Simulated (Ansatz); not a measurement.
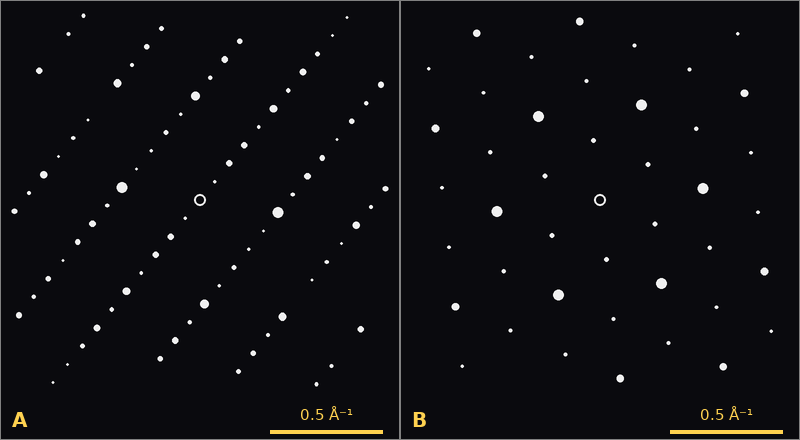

Kinematic electron diffraction patterns (300 kV, B = 0.5 Å², same scale, each along a low-index zone) of two structures of composition As3Se2, each relaxed at zero pressure with DFT PBE, scalar-relativistic, plane waves, PAW (Ansatz).

The structures (standard cells):
1. R-3m (No. 166), a = 3.731 Å, c = 28.426 Å (hexagonal axes), 15 atoms; generated start, possibly hypothetical
2. R-3c (No. 167), a = 7.426 Å, c = 14.801 Å (hexagonal axes), 30 atoms; generated start, possibly hypothetical

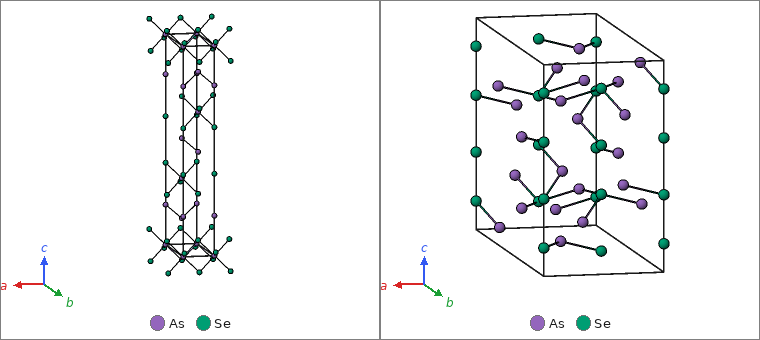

Drawings of the structures 1 to 2, from left to right (each may span several cells).

> Which pattern belongs to which structure, and along which zone?

A is structure 1 along [100] or an equivalent direction: oblique net of 0 0 3 (weak) at d = 9.48 Å and 0 -1 1 (weak) at d = 3.21 Å, 83.5° apart (some points of this net are extinct or too weak to see). B is structure 2 along [001]: hexagonal net of 2 -1 0 at d = 3.71 Å and 1 1 0 at d = 3.71 Å, 60.0° apart.

> Which structure lies lowest at this level of theory, and by how much?

Structure 1 (R-3m, 22.85 Å³ an atom) is the lowest of these; structure 2 (R-3c, 23.56 Å³ an atom) lies about 500 meV an atom higher. These are static energies at 0 K; other structures, not shown, may lie lower still.
